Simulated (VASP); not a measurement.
Band structure of MgZn$_{3}$S$_{4}$ (space group Pm). Method: r2SCAN meta-GGA, VASP's PBE PAW potentials (set 64) (plane waves; VASP).

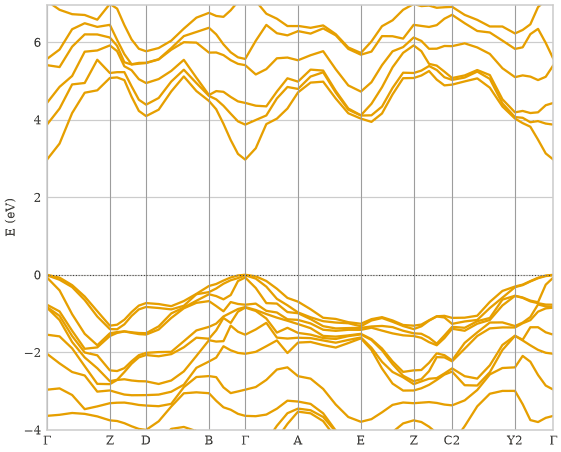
Bands along high-symmetry lines, zero at the valence-band maximum or, without a gap, the Fermi level

Read the plot: is there a gap, and where are the band edges?

The gap is direct, 2.97 eV, from the valence maximum at Γ to the conduction minimum at Γ.

The structure comes from a computed database's MgZn3S4 entry (Pm); how it stands against other phases isn't given here. It was relaxed first.
